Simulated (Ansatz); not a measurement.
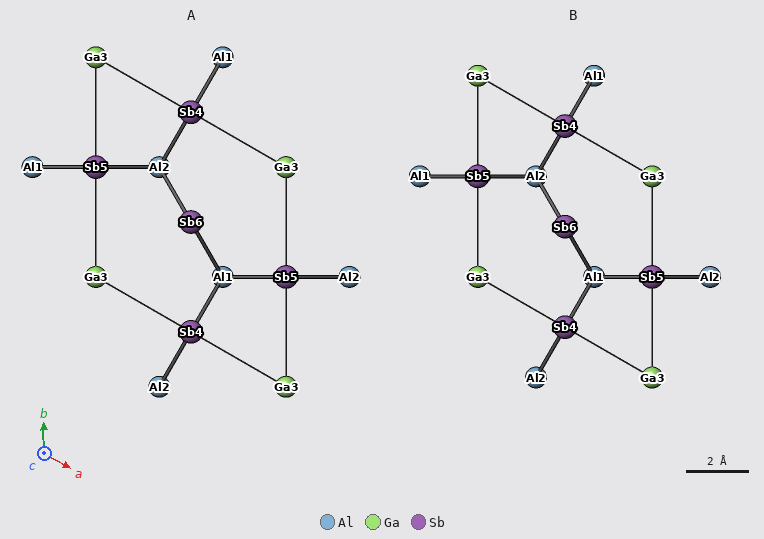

Two geometries of crystalline Al$_{2}$GaSb$_{3}$ (a generated structure, set up in P6/mmm) (coarse preliminary run), drawn at one scale. One is the start of a relaxation, the other its converged end. A ball-and-stick model of the cell of the calculation, seen along the c axis.

Theory: Ansatz, DFT PBE, scalar-relativistic, plane waves, PAW. Set-up: plane-wave cutoff 420 eV; k-point mesh 3 × 3 × 4; occupations gaussian; smearing width 0.1 eV; no spin polarisation; cell and atoms relaxed; force threshold 0.04 eV/Å; at most 70 steps.

**Which geometry has the lower energy?**

Structure A is the relaxed one. The atoms keep their places relative to the cell (all moves are under 0.005 Å). The drawn cell changes as follows: a = b 6.504 → 7.099 Å (+9.2 %), c 3.768 → 3.899 Å (+3.5 %); the volume changes by +23.3 %. Among the contacts that change: Al1–Sb4 2.660 → 2.829 Å. Among the angles between lasting bonds that change: Al1–Sb4–Al2 89.8° → 92.9°, Sb4–Al1–Sb4 90.2° → 87.1°, Al1–Sb4–Al1 90.2° → 87.1°. The space group stays P6/mmm (No. 191). The energy falls by 209 meV per atom in 3 accepted moves (4 points after the start). All forces vanish by symmetry, so only the cell relaxes. The pressure goes from 13.63 to 0.12 GPa. The SCF was repeated once at an unchanged geometry on a basis and grid sized afresh for the cell, which shifted the energy by 2.4 meV per atom at most. Cost: 16 s on 1 thread of Arm Neoverse V2, with other jobs on the host, peak memory 0.42 GiB.

Limits of the set-up: the k-point mesh is coarse for a cell with partly filled bands.
